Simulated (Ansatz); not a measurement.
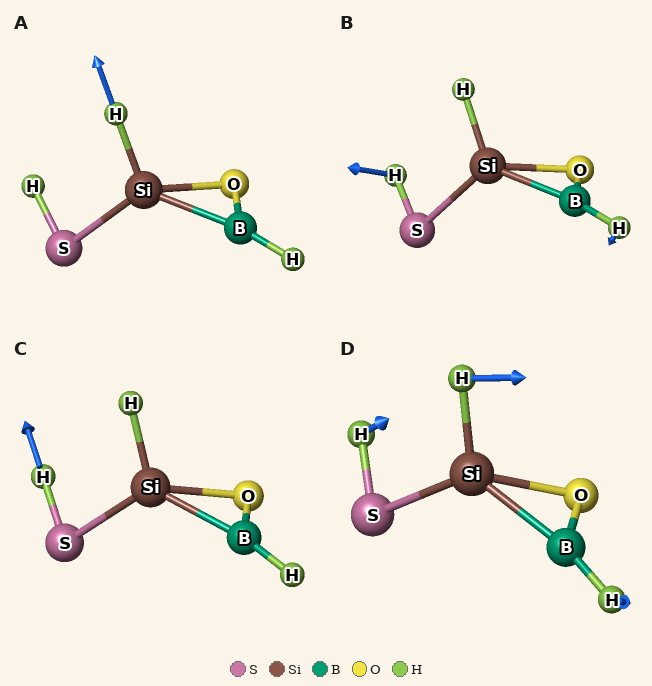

4 normal modes of one molecule or complex, as arrows. Harmonic vibrations computed with RKS PBE0-D4/def2-TZVP (Ansatz 0.2.0) at a stationary point of the same level.

> Match the panels to the wavenumbers 230 cm⁻¹, 833 cm⁻¹, 2255 cm⁻¹, 2703 cm⁻¹.

A: 2255 cm⁻¹, Si–H stretching
B: 230 cm⁻¹
C: 2703 cm⁻¹, S–H stretching
D: 833 cm⁻¹, angle bending
